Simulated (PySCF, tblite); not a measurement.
# C2H4BFO2: infrared bands, NMR shifts, spin-spin couplings and electronic excitations in gas and solvents

Aim: compute the infrared bands, NMR shifts, spin-spin couplings and electronic excitations of C2H4BFO2 (`C=C(F)B(O)O`), and see what a dielectric continuum does where one was used.

Computed with tblite 0.8.0 and PySCF 2.14.0, with density-fitted response routines of our own, on a single molecule, in the gas phase or a continuum. Atoms count from 0, in the outputs and in this text.

**1. The molecule as given**

10 atoms, charge 0, multiplicity 1; geometry from: force field or distance geometry start.

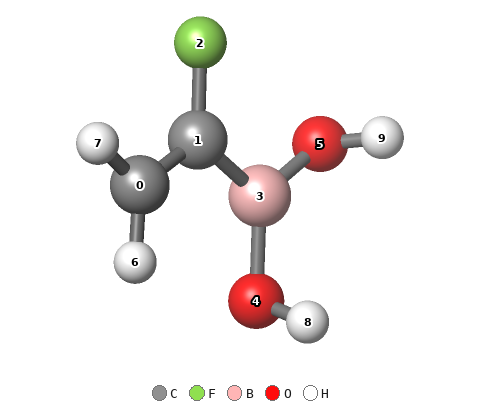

The starting geometry (carbon grey, fluorine green, boron pink, oxygen red, hydrogen white), atoms numbered.

**2. Optimising the geometry with GFN2-xTB**

The job: settings as JSON, then the geometry in Å.

```
{"job": {"kind": "relax", "xc": "GFN2-xTB", "basis": "xTB"}, "charge": 0, "multiplicity": 1}
C      1.688200    -0.011200    -0.250200
C      0.570300     0.602400     0.185100
F      0.629600     1.914700     0.515500
B     -0.783600    -0.168500     0.352500
O     -0.875300    -1.601500     0.048700
O     -1.966800     0.528100     0.855700
H      1.683700    -1.058800    -0.517200
H      2.608100     0.558800    -0.349100
H     -1.129900    -1.629600    -0.912800
H     -2.415300     0.870300     0.049200
```

Run with:

```console
OMP_NUM_THREADS=1 python probes_run.py task.json out
```

This one command runs all jobs of the session in turn.

Standard output:

```text
step      E/eV     max force
  0    -555.47720    2.916
  1    -555.75584    1.746
  2    -555.85827    1.129
  3    -555.88328    0.611
  4    -555.90733    0.429
  5    -555.93107    0.593
  6    -555.96178    0.848
  7    -556.01441    1.001
  8    -556.06877    0.907
  9    -556.16002    0.912
 10    -556.22036    1.012
 11    -556.27407    1.634
 12    -556.35032    1.220
 13    -556.41794    1.056
 14    -556.48114    1.074
 15    -556.54846    1.001
 16    -556.62755    0.642
 17    -556.70171    1.272
 18    -556.74650    0.901
 19    -556.77308    0.432
 20    -556.79454    0.448
 21    -556.83633    0.535
 22    -556.85380    0.392
 23    -556.86895    0.306
 24    -556.87634    0.293
 25    -556.88021    0.176
 26    -556.88279    0.160
 27    -556.88530    0.107
 28    -556.88652    0.083
 29    -556.88722    0.077
 30    -556.88797    0.103
 31    -556.88914    0.136
 32    -556.89046    0.133
 33    -556.89149    0.092
 34    -556.89210    0.066
 35    -556.89255    0.074
 36    -556.89300    0.061
 37    -556.89330    0.041
 38    -556.89341    0.026
 39    -556.89346    0.022
 40    -556.89351    0.019
 41    -556.89356    0.016
 42    -556.89359    0.013
 43    -556.89361    0.010
```

Wall time 0.26 s (1 thread of Arm Neoverse N1, shared host).

Step by step: (not every step is listed)

```
step  energy from step 0 (eV)  largest force (eV/Å)
   0                   0.0000                2.9156
   1                  -0.2786                1.7465
   2                  -0.3811                1.1288
   3                  -0.4061                0.6106
   4                  -0.4301                0.4287
   5                  -0.4539                0.5926
   6                  -0.4846                0.8481
   7                  -0.5372                1.0011
   8                  -0.5916                0.9074
  11                  -0.7969                1.6344
  14                  -1.0039                1.0735
  17                  -1.2245                1.2716
  20                  -1.3173                0.4483
  23                  -1.3918                0.3064
  26                  -1.4056                0.1602
  29                  -1.4100                0.0765
  32                  -1.4133                0.1335
  35                  -1.4153                0.0742
  38                  -1.4162                0.0264
  39                  -1.4163                0.0225
  40                  -1.4163                0.0185
  41                  -1.4164                0.0158
  42                  -1.4164                0.0128
  43                  -1.4164                0.0100
```

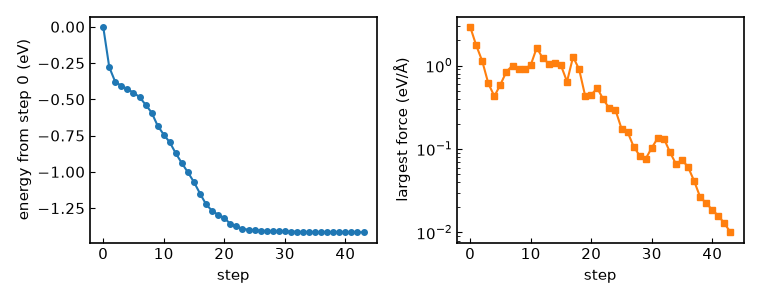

Energy and force, step by step.

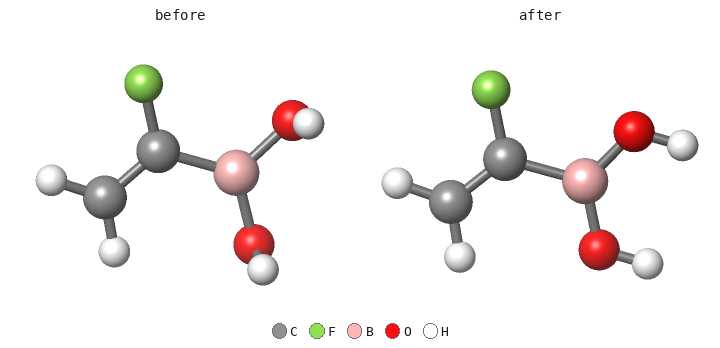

The geometry before (left) and after (right).

Close pairs (by a distance rule), those that changed most:

```csv
bond,before (Å),after (Å),change (Å)
B3–O5,1.462,1.347,-0.115
B3–O4,1.468,1.355,-0.113
O4–H8,0.995,0.958,-0.037
O5–H9,0.984,0.957,-0.027
C0–C1,1.347,1.326,-0.021
C1–B3,1.567,1.580,+0.013
C0–H7,1.087,1.077,-0.010
C0–H6,1.081,1.073,-0.008
```

The next job starts from the end point, and lists it.

**3. Harmonic vibrations with GFN2-xTB**

The job: settings as JSON, then the geometry in Å.

```
{"job": {"kind": "ir", "xc": "GFN2-xTB", "basis": "xTB"}, "charge": 0, "multiplicity": 1}
C      1.816550     0.024944    -0.196330
C      0.678074     0.608347     0.153546
F      0.745251     1.883073     0.625601
B     -0.761460    -0.036282     0.069755
O     -0.821054    -1.322652    -0.350846
O     -1.828663     0.711393     0.411087
H      1.801875    -0.980033    -0.571209
H      2.764801     0.528233    -0.114305
H     -1.689296    -1.724140    -0.408822
H     -2.697194     0.311771     0.358996
```

Standard output:

```text
mode    cm-1     km/mol
  1      44.1      1.72
  2     161.4      4.26
  3     285.9      7.28
  4     324.7      2.60
  5     405.9      1.25
  6     472.7     33.68
  7     523.7      2.11
  8     588.6    320.84
  9     609.9     73.63
 10     691.9     13.33
 11     732.4     12.04
 12     897.6     44.16
 13     910.7    268.08
 14     925.5     63.08
 15     953.3     40.51
 16    1139.0    130.54
 17    1270.5    176.93
 18    1298.3    447.81
 19    1360.1     15.67
 20    1666.4     33.83
 21    3114.7      7.62
 22    3174.9     10.15
 23    3600.9      4.44
 24    3608.9      5.90
```

Run time: 0.27 s. Hardware: 1 thread of Arm Neoverse N1, shared host.

The strongest bands and the atoms that carry them (share of the mass-weighted mode):

```
cm⁻¹  km/mol                               atoms
 589   320.8                    H9 46 %, H8 30 %
 610    73.6                    B3 57 %, C1 32 %
 898    44.2           H7 42 %, H6 34 %, C0 23 %
 911   268.1                    H9 54 %, H8 34 %
 926    63.1  H6 27 %, F2 26 %, C0 20 %, H7 14 %
1139   130.5                    C1 36 %, B3 14 %
1270   176.9           B3 61 %, O4 13 %, C1 12 %
1298   447.8           B3 58 %, O5 14 %, C1 13 %
```

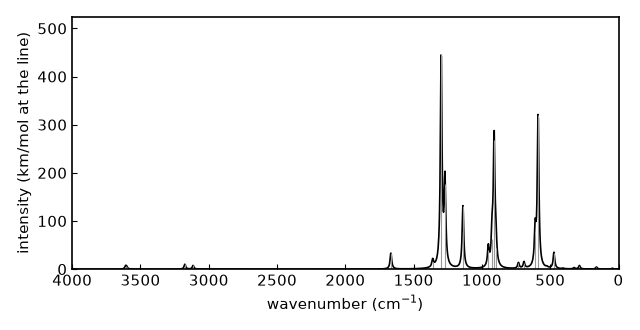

The infrared spectrum from these modes, unscaled. Lines are broadened to a width of 14 cm⁻¹ (Lorentzian).

**4. Geometry optimisation at PBE0-D3(BJ)/def2-SVP**

The job: settings as JSON, then the geometry in Å.

```
{"job": {"xc": "PBE0", "basis": "def2-SVP", "d3": "d3bj", "grid": 1, "shake": 0.01, "kind": "geom"}, "charge": 0, "multiplicity": 1}
C      1.836960    -0.000610    -0.192150
C      0.672400     0.603820     0.151390
F      0.725050     1.880750     0.616950
B     -0.728230    -0.034020     0.066230
O     -0.823870    -1.329330    -0.361400
O     -1.832570     0.716210     0.408700
H      1.811450    -0.982030    -0.570970
H      2.780260     0.533680    -0.119360
H     -1.691120    -1.718730    -0.389470
H     -2.699890     0.309340     0.369020
```

Standard output:

```text
step   0  E = -353.19892908  max force = 0.037635
step   1  E = -353.20038922  max force = 0.016168
step   2  E = -353.20154084  max force = 0.006117
step   3  E = -353.20193001  max force = 0.005988
step   4  E = -353.20208765  max force = 0.002216
step   5  E = -353.20217369  max force = 0.001700
step   6  E = -353.20224014  max force = 0.000743
step   7  E = -353.20232665  max force = 0.001512
step   8  E = -353.20235895  max force = 0.000506
step   9  E = -353.20236440  max force = 0.000231
optimisation converged
```

Run time: 57 s. Hardware: 1 thread of Arm Neoverse N1, shared host; peak memory 0.42 GiB.

Step by step:

```
step  energy from step 0 (eV)  largest force component (eV/Å)
   0                   0.0000                          1.9353
   1                  -0.0397                          0.8314
   2                  -0.0711                          0.3145
   3                  -0.0817                          0.3079
   4                  -0.0859                          0.1140
   5                  -0.0883                          0.0874
   6                  -0.0901                          0.0382
   7                  -0.0925                          0.0778
   8                  -0.0933                          0.0260
   9                  -0.0935                          0.0119
```

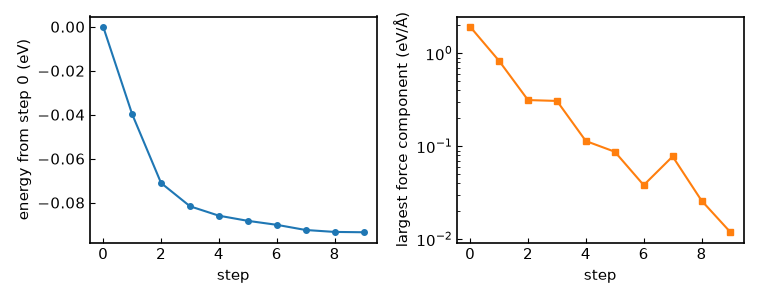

Energy and largest force along the relaxation.

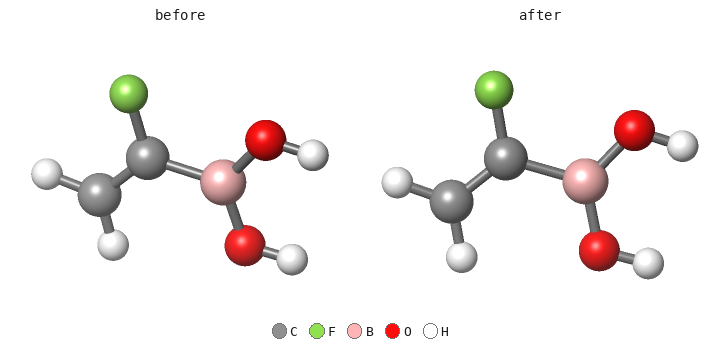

The geometry before (left) and after (right).

Close pairs (by a distance rule), those that changed most:

| bond | before (Å) | after (Å) | change (Å) |
| --- | --- | --- | --- |
| C0–H6 | 1.052 | 1.091 | +0.038 |
| C1–B3 | 1.541 | 1.573 | +0.032 |
| C0–C1 | 1.356 | 1.334 | -0.022 |
| B3–O5 | 1.378 | 1.357 | -0.021 |
| C1–F2 | 1.360 | 1.342 | -0.018 |
| O4–H8 | 0.951 | 0.961 | +0.010 |
| C0–H7 | 1.087 | 1.093 | +0.007 |
| B3–O4 | 1.367 | 1.363 | -0.005 |

The end geometry stands in the next job.

```csv
at the end point,value
point group (found at 0.08 Å tolerance),Cs
"rotational constants (GHz, main isotopes)","5.259, 3.115, 1.957"
dipole moment (D),3.74
```

**5. Shielding tensors: PBE0/pcSseg-1**

The job: settings as JSON, then the geometry in Å.

```
{"job": {"kind": "nmr", "xc": "PBE0", "basis": "pcSseg-1"}, "charge": 0, "multiplicity": 1}
C      1.664161     0.348277    -0.679990
C      0.632102     0.678587     0.098795
F      0.678101     1.811221     0.817466
B     -0.681810    -0.171029     0.261784
O     -0.774751    -1.315180    -0.472306
O     -1.627612     0.288932     1.119854
H      1.616880    -0.573155    -1.261359
H      2.553309     0.980439    -0.748185
H     -1.588623    -1.814007    -0.362492
H     -2.415664    -0.255547     1.200653
```

With the program's defaults for keys left out, this is: GIAO PBE0/pcSseg-1 NMR shielding, non-relativistic, gas phase.

Standard output:

```text
coarse grid: 9000 points
cycle   1  E = -353.2242825854  dE =  8.375e-01  |g| = 9.172e-01  |ddm| = 2.737e+00
cycle   2  E = -353.1080204000  dE =  1.163e-01  |g| = 1.247e+00  |ddm| = 1.207e+00
cycle   3  E = -353.3699807078  dE = -2.620e-01  |g| = 8.411e-02  |ddm| = 7.084e-01
cycle   4  E = -353.3714330697  dE = -1.452e-03  |g| = 2.760e-02  |ddm| = 8.058e-02
cycle   5  E = -353.3715889785  dE = -1.559e-04  |g| = 1.110e-02  |ddm| = 2.517e-02
cycle   6  E = -353.3716103387  dE = -2.136e-05  |g| = 2.850e-03  |ddm| = 7.165e-03
cycle   7  E = -353.3716119239  dE = -1.585e-06  |g| = 8.000e-04  |ddm| = 2.070e-03
final grid: 89136 points
cycle   8  E = -353.4308798853  dE = -3.001e-05  |g| = 8.267e-03  |ddm| = 1.671e-02
cycle   9  E = -353.4308665117  dE =  1.337e-05  |g| = 1.210e-02  |ddm| = 1.176e-02
cycle  10  E = -353.4308934592  dE = -2.695e-05  |g| = 1.025e-03  |ddm| = 6.940e-03
cycle  11  E = -353.4308936618  dE = -2.026e-07  |g| = 3.064e-04  |ddm| = 9.802e-04
cycle  12  E = -353.4308936788  dE = -1.692e-08  |g| = 1.288e-04  |ddm| = 2.672e-04
cycle  13  E = -353.4308936826  dE = -3.826e-09  |g| = 1.784e-05  |ddm| = 9.083e-05
cycle  14  E = -353.4308936826  dE = -6.594e-11  |g| = 7.504e-06  |ddm| = 1.678e-05
converged SCF energy = -353.4308936826

GIAO shielding tensors (ppm)
atom      isotropic    diamagn.    paramagn.     s11        s22        s33       span
  0 C       68.561     257.445    -188.884    -52.693     99.147    159.231    211.924
  1 C       10.435     253.511    -243.076    -97.107     49.679     78.733    175.839
  2 F      282.323     474.041    -191.717    161.913    267.318    417.739    255.826
  3 B       77.686     195.508    -117.823     59.890     78.418     94.749     34.859
  4 O      222.635     387.803    -165.168    136.775    263.551    267.579    130.805
  5 O      215.240     385.788    -170.548    123.722    251.837    270.161    146.439
  6 H       25.626      31.168      -5.542     23.161     24.389     29.328      6.168
  7 H       25.726      28.741      -3.015     22.405     24.898     29.874      7.469
  8 H       28.421      31.057      -2.636     22.972     24.091     38.200     15.228
  9 H       28.159      30.666      -2.507     22.800     24.054     37.621     14.821
```

It took 15 s on 1 thread of Arm Neoverse N1, shared host; peak memory 0.59 GiB.

The references, computed at this level on geometries of the same kind, shield at (ppm): ¹H TMS 31.27, ¹³C TMS 184.4, ¹⁹F CFCl3 177.2, ¹⁷O H2O 334.6, ¹¹B BF3·OEt2 100.7. Their shielding less the atom's gives the shift. The references are single molecules in the gas phase, so shifts against H2O, NH3, PH3, H3PO4 or CFCl3 are not on the usual liquid scales and can be off by tens of ppm. Atoms listed in one row are averaged.

```csv
atoms,environment,σ (ppm),δ (ppm),δ scaled to CDCl3
C1,fully substituted alkene carbon,10.4,174.0,168.4
C0,terminal =CH2 carbon,68.6,115.8,112.0
H6,hydrogen on a terminal =CH2 carbon,25.63,5.64,5.56
H7,hydrogen on a terminal =CH2 carbon,25.73,5.54,5.47
"H8, H9",hydrogen on an oxygen bonded to B,28.29,2.98,–
F2,vinylic fluorine,282.3,-105.1,–
B3,"boron bonded to C, 2 O",77.7,23.0,–
"O4, O5","oxygen bonded to B, H",218.9,115.6,–
```

The scaled column applies a straight-line fit of computed shieldings to shifts measured in CDCl3, and one for carbons that bear F (root-mean-square error 0.21 ppm for H, 2.0 ppm for C).

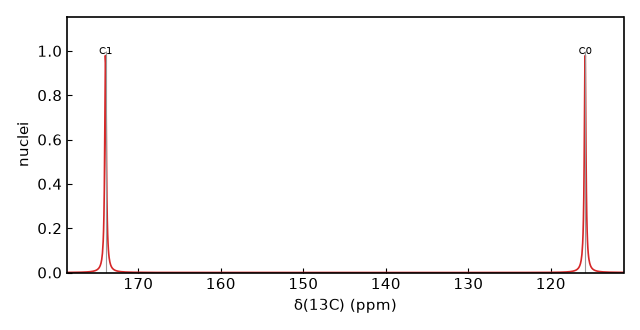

¹³C lines at the computed shifts, without couplings. Lines are broadened to a width of 0.23 ppm (Lorentzian).

Charges from the same density, by scheme (e):

```csv
atoms,Mulliken,IAO,Hirshfeld,ESP fit
C0,-0.22,-0.33,-0.12,-0.61
C1,0.05,0.15,0.01,0.23
F2,-0.29,-0.27,-0.09,-0.18
B3,0.51,0.48,0.24,0.58
"O4, O5",-0.40,-0.54,-0.25,-0.68
```

ESP fit charges:

```
atom  value (e)
  C0      -0.61
  C1       0.23
  F2      -0.18
  B3       0.58
  O4      -0.69
  O5      -0.67
  H6       0.24
  H7       0.24
  H8       0.44
  H9       0.43
```

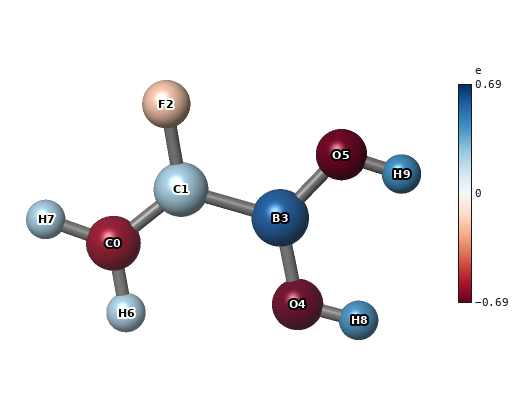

ESP fit charges, as colours on the atoms.

Mayer bond orders: C0–C1 1.89, C1–F2 0.90, C1–B3 0.91, B3–O4 1.21, B3–O5 1.27.

**6. J couplings: B3LYP/pcJ-1**

The job, as its differences from that of step 5:

```diff
@@ -1,2 +1,2 @@
-{"job": {"kind": "nmr", "xc": "PBE0", "basis": "pcSseg-1"}, "charge": 0, "multiplicity": 1}
+{"job": {"kind": "j", "xc": "B3LYP", "basis": "pcJ-1"}, "charge": 0, "multiplicity": 1}
 C      1.664161     0.348277    -0.679990
```

Method: B3LYP/pcJ-1 indirect spin-spin coupling, non-relativistic, gas phase.

Standard output:

```text
coarse grid: 9000 points
cycle   1  E = -353.6223254763  dE =  8.090e-01  |g| = 1.026e+00  |ddm| = 2.590e+00
cycle   2  E = -353.4168180410  dE =  2.055e-01  |g| = 1.518e+00  |ddm| = 1.396e+00
cycle   3  E = -353.7978387057  dE = -3.810e-01  |g| = 1.000e-01  |ddm| = 8.563e-01
cycle   4  E = -353.7997811297  dE = -1.942e-03  |g| = 3.833e-02  |ddm| = 9.747e-02
cycle   5  E = -353.8000965459  dE = -3.154e-04  |g| = 1.320e-02  |ddm| = 3.199e-02
cycle   6  E = -353.8001228231  dE = -2.628e-05  |g| = 3.766e-03  |ddm| = 7.760e-03
cycle   7  E = -353.8001249963  dE = -2.173e-06  |g| = 8.092e-04  |ddm| = 2.172e-03
final grid: 89136 points
cycle   8  E = -353.8644618187  dE = -1.713e-04  |g| = 6.350e-03  |ddm| = 1.426e-02
cycle   9  E = -353.8644539872  dE =  7.831e-06  |g| = 9.213e-03  |ddm| = 8.557e-03
cycle  10  E = -353.8644687773  dE = -1.479e-05  |g| = 1.112e-03  |ddm| = 5.403e-03
cycle  11  E = -353.8644689086  dE = -1.313e-07  |g| = 6.721e-04  |ddm| = 1.276e-03
cycle  12  E = -353.8644690033  dE = -9.466e-08  |g| = 1.906e-04  |ddm| = 5.582e-04
cycle  13  E = -353.8644690117  dE = -8.473e-09  |g| = 1.973e-05  |ddm| = 1.292e-04
cycle  14  E = -353.8644690118  dE = -7.049e-11  |g| = 9.775e-06  |ddm| = 1.628e-05
converged SCF energy = -353.8644690118

Indirect spin-spin couplings (Hz)
  i      j    bonds     total        FC       PSO       DSO        SD
  0 C    1 C    1     77.622    87.072    -9.674     0.224         -
  0 C    2 F    2     10.004    22.424   -26.204    -0.283    14.066
  0 C    3 B    2      9.462     8.764     0.377     0.007     0.314
  0 C    4 O    3      0.197     0.264    -0.058    -0.009         -
  0 C    5 O    3     -2.423    -2.002    -0.466     0.045         -
  0 C    6 H    1    175.335   174.358     0.328     0.649         -
  0 C    7 H    1    166.051   165.001     0.413     0.637         -
  0 C    8 H    4     -0.477    -0.463     0.510    -0.524         -
  0 C    9 H    4      1.208     1.166     0.513    -0.471         -
  1 C    2 F    1   -338.923  -326.553   -13.190     0.814     0.006
  1 C    3 B    1    109.563   109.939    -1.245     0.436     0.434
  1 C    4 O    2    -20.578   -20.555     0.004    -0.027         -
  1 C    5 O    2    -13.398   -13.371    -0.007    -0.021         -
  1 C    6 H    2     11.955    13.759    -1.562    -0.241         -
  1 C    7 H    2     -7.915    -6.144    -1.411    -0.359         -
  1 C    8 H    3     10.773    10.873     0.455    -0.554         -
  1 C    9 H    3      6.918     6.987     0.505    -0.575         -
  2 F    3 B    2     41.174    40.768    -0.006     0.075     0.337
  2 F    4 O    3     -6.843    -6.577    -0.768     0.173     0.329
  2 F    5 O    3      1.861     1.333     0.189    -0.050     0.388
  2 F    6 H    3     46.480    51.196    -3.216    -2.284     0.785
  2 F    7 H    3     20.247    26.857    -5.403    -0.303    -0.904
  2 F    8 H    4      5.260     5.510     1.467    -1.799     0.082
  2 F    9 H    4     -0.380    -0.626     2.345    -2.138     0.038
  3 B    4 O    1     -5.977   -10.728     5.046    -0.146    -0.148
  3 B    5 O    1     -6.253   -11.188     5.269    -0.147    -0.186
  3 B    6 H    3      2.775     2.847    -0.196     0.156    -0.031
  3 B    7 H    3      7.316     7.268     0.491    -0.466     0.024
  3 B    8 H    2     -3.441    -2.244    -0.197    -0.913    -0.088
  3 B    9 H    2     -3.581    -2.342    -0.229    -0.920    -0.090
  4 O    6 H    4     -0.547    -0.593     0.236    -0.191         -
  4 O    8 H    1    -84.300   -71.084   -12.883    -0.333         -
  4 O    9 H    3     -1.708    -2.540     0.761     0.072         -
  5 O    6 H    4     -0.464    -0.468    -0.152     0.157         -
  5 O    7 H    4     -2.425    -2.379    -0.230     0.184         -
  5 O    8 H    3     -1.594    -2.445     0.778     0.072         -
  5 O    9 H    1    -82.290   -69.193   -12.762    -0.335         -
  6 H    7 H    2     -0.634    -0.890     3.668    -3.411         -
  6 H    8 H    5      0.165     0.262     1.717    -1.813         -
  6 H    9 H    5      0.279     0.420     1.263    -1.404         -
  7 H    9 H    5      1.226     1.355     1.586    -1.716         -
```

Wall time 36 s (1 thread of Arm Neoverse N1, shared host); peak memory 0.87 GiB.

Couplings of 1 Hz or more, nine at most for each number of bonds, with means over like pairs (isotopes 11B, 13C, 19F, 1H, 17O):

```
 pair  bonds  J (Hz)  Fermi contact (Hz)  dihedral (°)
C1–F2      1  -338.9              -326.6             –
C0–H6      1   175.3               174.4             –
C0–H7      1   166.1               165.0             –
C1–B3      1   109.6               109.9             –
O4–H8      1   -83.3               -70.1             –
C0–C1      1    77.6                87.1             –
B3–O4      1    -6.1               -11.0             –
F2–B3      2    41.2                40.8             –
C1–O4      2   -17.0               -17.0             –
C1–H6      2    12.0                13.8             –
C0–F2      2    10.0                22.4             –
C0–B3      2     9.5                 8.8             –
C1–H7      2    -7.9                -6.1             –
B3–H8      2    -3.5                -2.3             –
F2–H6      3    46.5                51.2          -180
F2–H7      3    20.2                26.9             0
C1–H8      3     8.8                 8.9          -180
B3–H7      3     7.3                 7.3          -180
B3–H6      3     2.8                 2.8             0
F2–O4      3    -2.5                -2.6             –
O4–H9      3    -1.7                -2.5             0
C0–O4      3    -1.1                -0.9             –
F2–H8      4     2.4                 2.4             –
O5–H7      4    -1.2                -1.2             –
```

The spin-dipole term was solved for some atoms only; pairs without it lack that part.

The response was solved for the nuclei of B, C, F, H alone, so couplings that need other nuclei can be missing.

Quadrupole couplings from the field gradients of the same density:

| atom | isotope | eQq/h (MHz) | η |
| --- | --- | --- | --- |
| O4 | 17O | -8.830 | 0.21 |
| O5 | 17O | -8.704 | 0.15 |
| B3 | 11B | 2.940 | 0.49 |

Joined with the shifts from before (PBE0/pcSseg-1, scaled to CDCl3 for protons on carbon, raw for the others), the couplings predict the line list below for 400 MHz. H–H couplings in it are scaled by factors fitted to measured ones, so they differ from the table. Couplings to quadrupolar nuclei are left out.

¹H NMR δ 5.56 (d, J = 46.5 Hz, 1H), 5.47 (d, J = 20.2 Hz, 1H), 2.98 (br s, 2H).

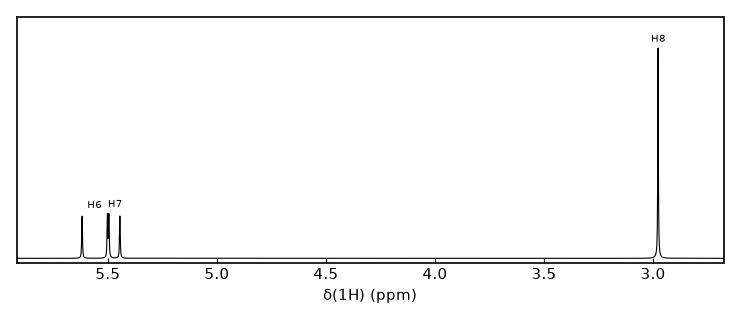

Simulated proton spectrum at 400 MHz, by exact diagonalisation of each spin system; lines 1.2 Hz wide, exchangeable protons uncoupled.

[end of part 1 of 2]
